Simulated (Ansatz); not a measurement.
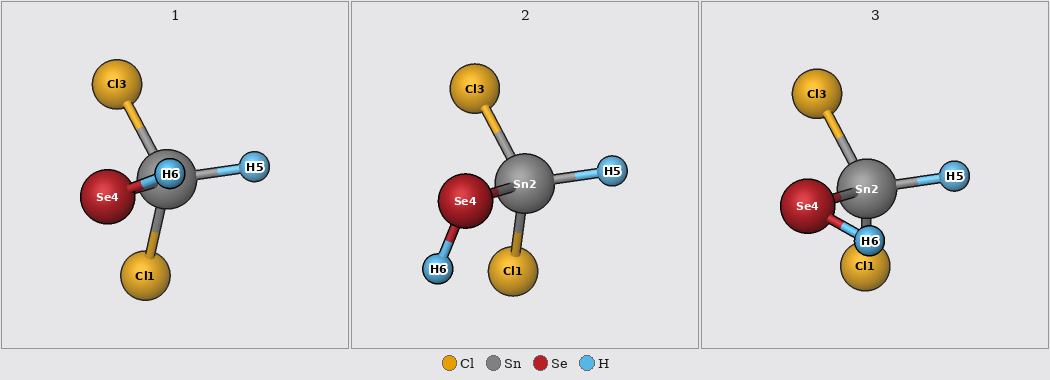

Cl₂H₂SeSn, SMILES [Cl][SnH]([Cl])[SeH]. Coordinates scanned: (1) angle Cl1–Sn2–Se4; (2) dihedral Cl1–Sn2–Se4–H6. Nothing is relaxed (all other coordinates rigid). The scan uses a 7 × 8 grid. Points are written as (first, second). Energies: kJ/mol, counted from the lowest grid point. Method: RKS BHLYP-D4/def2-SVP (Ansatz).

The numbered pictures are structures from this grid.

> Rank them by energy, lowest first.

1, at (109.7°, 135°): 3.2 kJ/mol; 2, at (118.0°, 0°): 8.8 kJ/mol; 3, at (126.3°, 90°): 19.1 kJ/mol.

The map, with the structures marked:

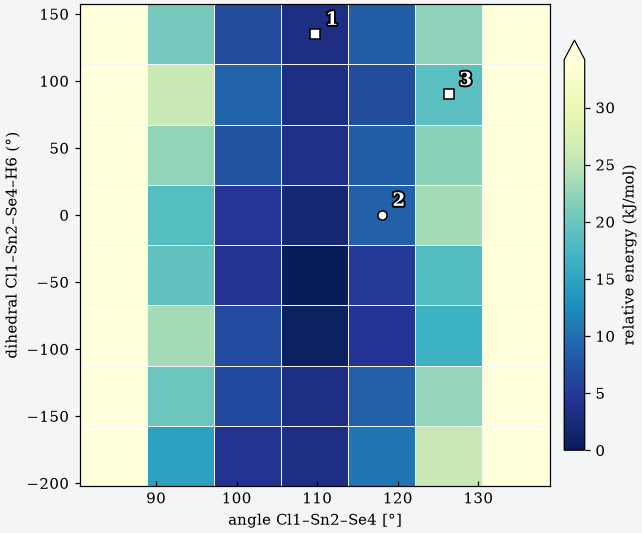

Drawn: one coloured cell a grid point, one colour for all values above the top of the scale.
